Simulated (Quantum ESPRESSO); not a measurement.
**Cost against accuracy: ecutwfc for WO₂F (Cc, 8 atoms in the cell)**

Cell: a = 5.4356 Å, b = 5.4356 Å, c = 5.6235 Å, α = 120.91°, β = 120.91°, γ = 60.85°.

Method: LDA (PZ), GBRV 1.5 ultrasoft (LDA) pseudopotentials (plane waves; Quantum ESPRESSO).

Base settings: ecutwfc = 40 Ry; ecutrho = 320 Ry; occupations = smearing; smearing = methfessel-paxton; degauss = 0.0073499 Ry; nspin = 2; potentials = {W: w_lda_v1.2.uspp.F.UPF, O: o_lda_v1.2.uspp.F.UPF, F: f_lda_v1.4.uspp.F.UPF}; K_POINTS = automatic 5 5 5 0 0 0; conv_thr = 1e-09 Ry; mixing_beta = 0.4.

Misses are taken against the tightest run, 80 Ry (ecutrho: 320 Ry → 640 Ry), which need not be fully converged itself. The energy is the free energy per atom.

The count of work is k-points × plane waves × bands × iterations; it is no time, and leaves out set-up, grids and terms that scale otherwise. Core times come from one kind of shared machine and are given to one figure; runs under 30 s give none.

The starting cell comes from a database of computed structures (which also holds hypothetical and non-ambient phases and stackings), without a prior relaxation at this level. Its lattice was rescaled by a random factor within 2.5 % of one. The starting moments vanished: the run ended non-magnetic. In the base run, with a pressure of about -8 GPa the cell is away from its equilibrium volume at this level. In the base run, forces exceed 1 eV/Å.

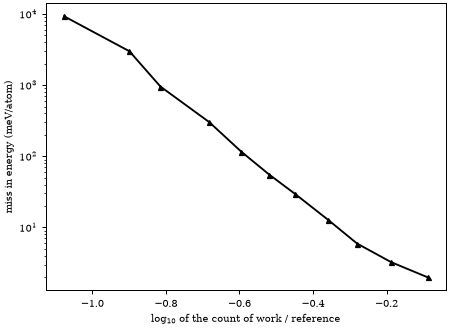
Figure: Miss against the count of work; the reference run is not drawn, and misses under 0.1 meV/atom are drawn there.

| ecutwfc | energy less reference (meV/atom) | pressure less reference (GPa) | largest difference in the force on any atom (eV/Å) | count of work / reference | core time / reference (rough) |
|---|---|---|---|---|---|
| 16 Ry (ecutrho: 320 Ry → 128 Ry) | 9292.31 | -305.35 | 2.087 | 0.084 | 0.1 |
| 20 Ry (ecutrho: 320 Ry → 160 Ry) | 2990.84 | -129.57 | 0.123 | 0.13 | 0.1 |
| 24 Ry (ecutrho: 320 Ry → 192 Ry) | 955.50 | -49.53 | 0.170 | 0.15 | 0.2 |
| 28 Ry (ecutrho: 320 Ry → 224 Ry) | 301.31 | -16.50 | 0.014 | 0.21 | 0.2 |
| 32 Ry (ecutrho: 320 Ry → 256 Ry) | 115.36 | -5.50 | 0.011 | 0.25 | 0.2 |
| 36 Ry (ecutrho: 320 Ry → 288 Ry) | 55.28 | -2.14 | 0.014 | 0.30 | 0.3 |
| 40 Ry | 29.68 | -1.03 | 0.014 | 0.36 | 0.4 |
| 46 Ry (ecutrho: 320 Ry → 368 Ry) | 12.86 | -0.45 | 0.003 | 0.44 | 0.5 |
| 52 Ry (ecutrho: 320 Ry → 416 Ry) | 5.93 | -0.13 | 0.000 | 0.52 | 0.6 |
| 60 Ry (ecutrho: 320 Ry → 480 Ry) | 3.24 | 0.06 | 0.001 | 0.65 | 0.5 |
| 70 Ry (ecutrho: 320 Ry → 560 Ry) | 1.98 | 0.04 | 0.001 | 0.82 | 0.6 |
| 80 Ry (ecutrho: 320 Ry → 640 Ry) | 0.00 | 0.00 | 0.000 | 1.0 | 1 |

Coarsest setting among those run that, with all tighter ones, holds the energy within 20 meV/atom of the reference: 46 Ry (ecutrho: 320 Ry → 368 Ry), off by 13 meV/atom; its saving against the reference is no more than about a factor of 2 in time.

Coarsest setting among those run that, with all tighter ones, holds the energy within 10 meV/atom of the reference: 52 Ry (ecutrho: 320 Ry → 416 Ry), off by 5.9 meV/atom; its saving against the reference is no more than about a factor of 2 in the count of work.

The step from 24 Ry (ecutrho: 320 Ry → 192 Ry) to 70 Ry (ecutrho: 320 Ry → 560 Ry): it takes the miss in the energy from 960 to 2.0 meV/atom, for 5.3 times the count of work and roughly 4 times the time.
